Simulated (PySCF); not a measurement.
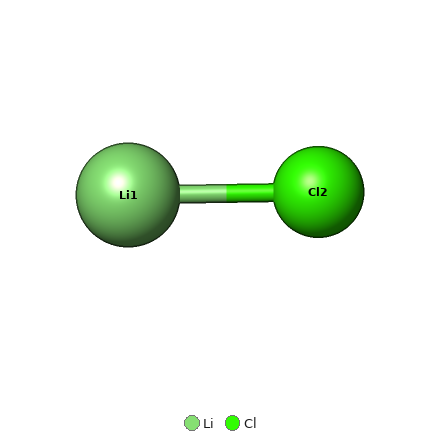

LiCl (lithium chloride), singlet. Vertical core-electron binding energies by ΔSCF (SCAN, pcX-2 on the ionised atom, pcseg-1 elsewhere, spin-free X2C; PySCF 2.14.0, at a PBE0-D3(BJ)/def2-SVP geometry (no frequency check)), gas phase, against the vacuum level. One atom of each kind was ionised; within a panel, areas follow the number of like atoms and 2j + 1 (2p levels are split by first-order spin-orbit coupling, an approximation), Gaussians of 0.6 eV full width. Only the regions named are shown.

Question: Predict the Cl 2p photoelectron lines.

Answer:
| level | atoms | binding energy (eV) |
| --- | --- | --- |
| Cl 2p1/2 | Cl2 | 205.1 |
| Cl 2p3/2 | Cl2 | 203.5 |

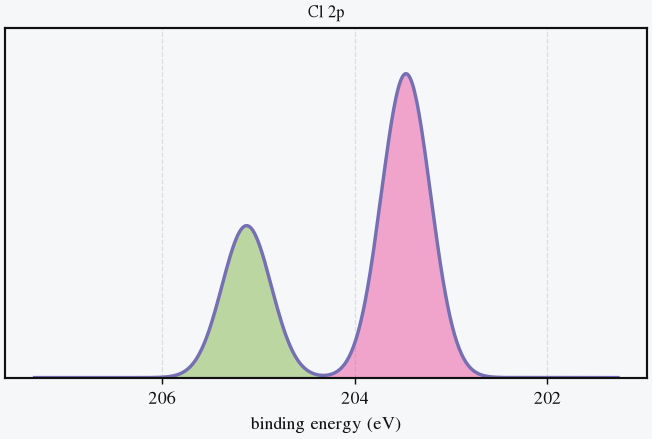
